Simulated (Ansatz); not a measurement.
**C₂H₇BGe (SMILES C[B]1[CH2][GeH2]1): density, localisation and related maps**

| atom | x (Å) | y (Å) | z (Å) |
| --- | --- | --- | --- |
| C | -0.8389 | 1.5536 | -0.2083 |
| B | -0.1522 | 0.2242 | 0.0636 |
| C | 0.3174 | -0.8787 | 1.0313 |
| Ge | 0.9910 | -1.4904 | -0.6100 |
| H | -0.8631 | 1.8030 | -1.3264 |
| H | -0.3732 | 2.4309 | 0.3256 |
| H | -1.9132 | 1.5306 | 0.1265 |
| H | -0.4347 | -1.4529 | 1.4910 |
| H | 1.1731 | -0.5237 | 1.7540 |
| H | 2.2546 | -0.9649 | -1.1596 |
| H | -0.0955 | -2.2886 | -1.4669 |

Level of theory: Ansatz 0.2.0, SCF PBE0, Gaussian basis.

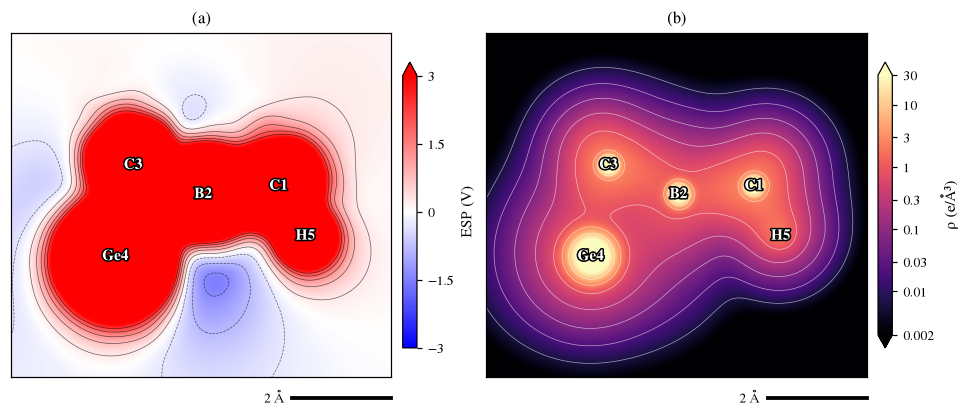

Figure 1. (a) molecular electrostatic potential; (b) total electron density on the plane of atoms C1, B2 and C3.

Question: Read the bonding off the picture.

Answer:
- The section cuts through C, B, Ge and H sites.
- C–B (1.52 Å): ρ at the midpoint is about 1.5 e/Å³.
- C–Ge (1.88 Å): ρ is about 0.92 e/Å³ halfway.
- Ge–B (2.17 Å): ρ is about 0.59 e/Å³ halfway.
- Outside the dense part of the molecule the potential is most negative (−1.5 V) near C1.

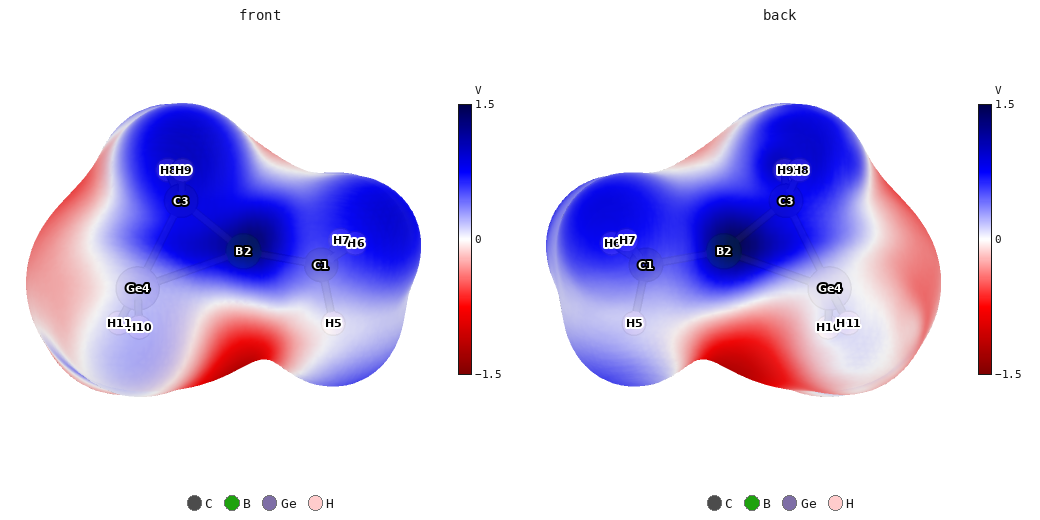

Figure 2. The electrostatic potential painted on the density surface at 0.002 e/bohr³, seen from the front and from behind; the colour scale runs from red (negative) to blue (positive).

Question: Describe the electrostatic potential map.

Answer: The most negative region (about −1.1 V) lies over H10, the most positive (about +1.3 V) over B2.

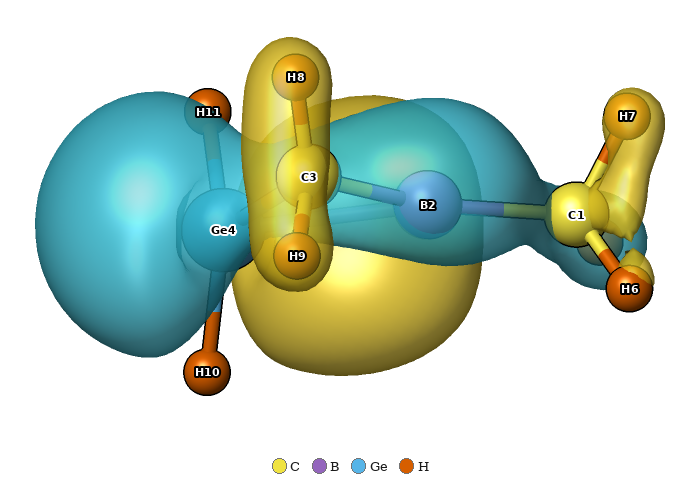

Figure 3. The HOMO at ±0.1 Å⁻³ᐟ² (yellow and cyan are the two phases), seen from one side.

Question: Where does this orbital lie, and at what energy?

Answer: By Hirshfeld shares it lies mainly on Ge4 (about 45 %), B2 (about 30 %) and C3 (about 10 %). Its energy is −4.98 eV.
